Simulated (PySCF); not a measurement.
## Electronic structure of C₃H₈Si (SMILES C[C]C[SiH3]) (triplet) in real space

```xyz
12

C    -0.7161   -0.5216   -0.8497
C    -0.0882   -1.8193   -0.5873
C    -0.8982    0.7031   -0.0725
Si    0.7181    1.3496    0.7037
H     0.9971   -1.7373   -0.3726
H    -0.1918   -2.4916   -1.4543
H    -0.5479   -2.3383    0.2788
H    -1.6371    0.5745    0.7486
H    -1.2951    1.5148   -0.7086
H     1.7284    1.6145   -0.3651
H     0.4637    2.6130    1.4637
H     1.2766    0.3315    1.6456
```

Geometry: PBE0-D3(BJ)/def2-SVP.

All numbers below come from UKS B3LYP, IGLO-III on C Si, pcH-1 on H, non-relativistic, mean-field spin-orbit, GIAO (PySCF).

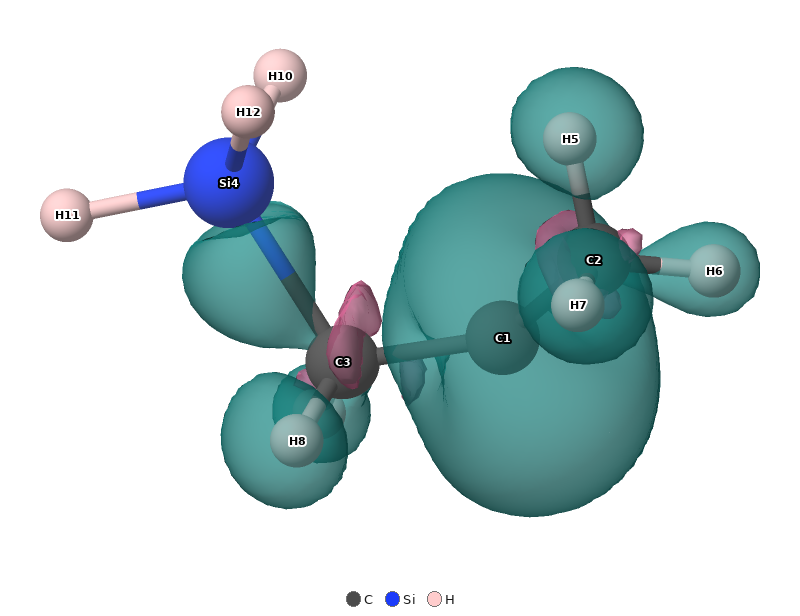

Figure 1. Isosurfaces of the spin density (α minus β) at +0.02 (teal) and −0.02 e/Å³ (pink), seen at a tilt.

**Which atoms carry the spin?**

The unpaired spin (2 electrons) lies mostly on C1 (about 1.4) and Si4 (about 0.1), in electrons by Hirshfeld's partition.

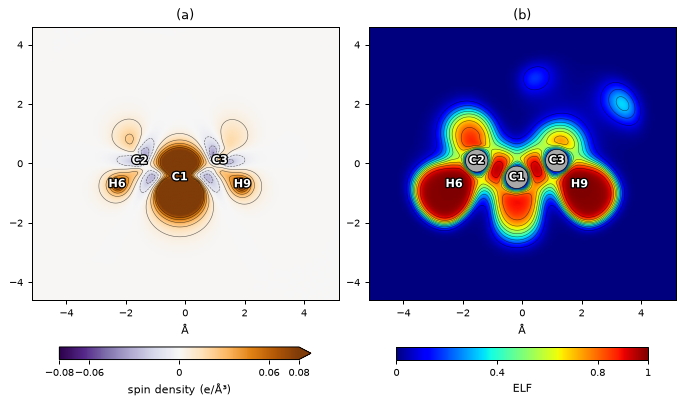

Figure 2. (a) spin density; (b) ELF on the plane of atoms C1, C3 and H9. Grey discs cover the atomic cores in the ELF map.

**What does the map show?**

- The plane passes through C and H nuclei.
- C–C (1.46 Å): the ELF peaks at about 0.95 between the atoms: localised, covalent bonding.
- C–H (1.10 Å): the ELF climbs to about 1 towards the hydrogen, as it does in any bond to H (a covalent bond by its length).
- The ELF also peaks beside C1, away from the bonds: non-bonding electrons, paired or unpaired.

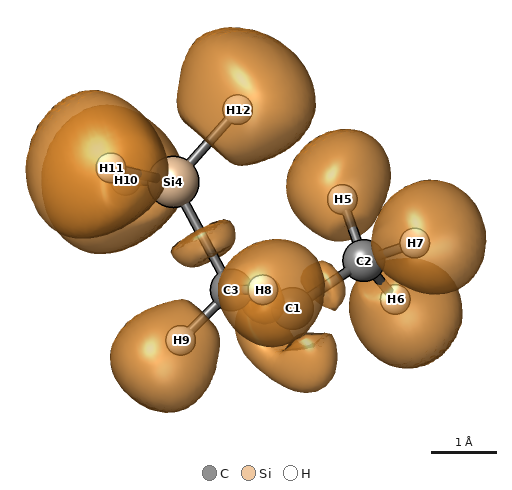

Figure 3. Isosurface of the ELF at 0.85 (orange), seen at a tilt. Core shells and regions of very low density are left out.

**Where are the electrons localised?**

The ELF exceeds this value in two regions between bonded C–C atoms (shared pairs), one region between bonded C–Si atoms (shared pairs), eight regions around hydrogen nuclei and one lobe on C, pointing away from the bonds (non-bonding electrons). Along the contacts the grid gives the following. C–Si (1.91 Å): the ELF peaks at about 0.95 between the atoms: a shared electron pair.

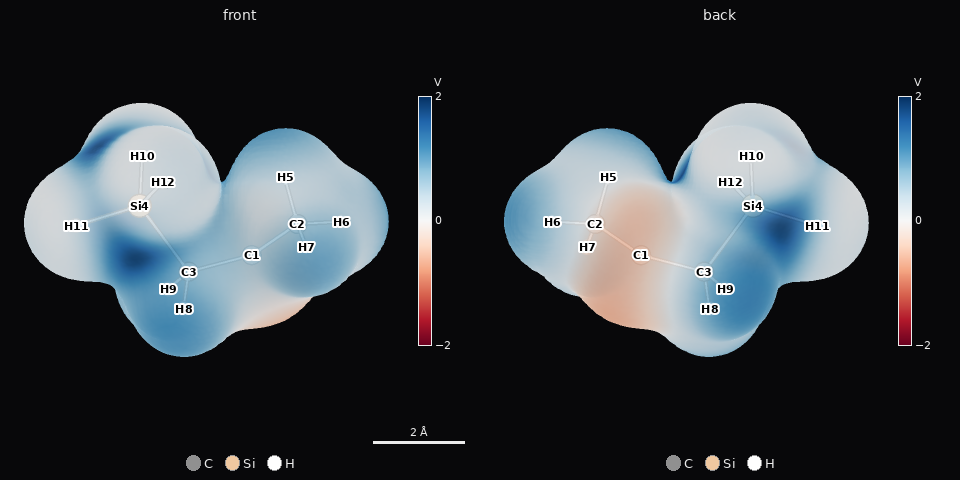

Figure 4. The molecular electrostatic potential painted on the density surface at 0.004 e/bohr³, seen from the front and from behind; red is negative and blue positive.

**Which sites attract a positive test charge, and which a negative one?**

A positive charge is drawn to the negative regions and a negative charge to the positive ones. The most negative region (about −0.7 V) lies over C1, the most positive (about +1.8 V) over Si4.
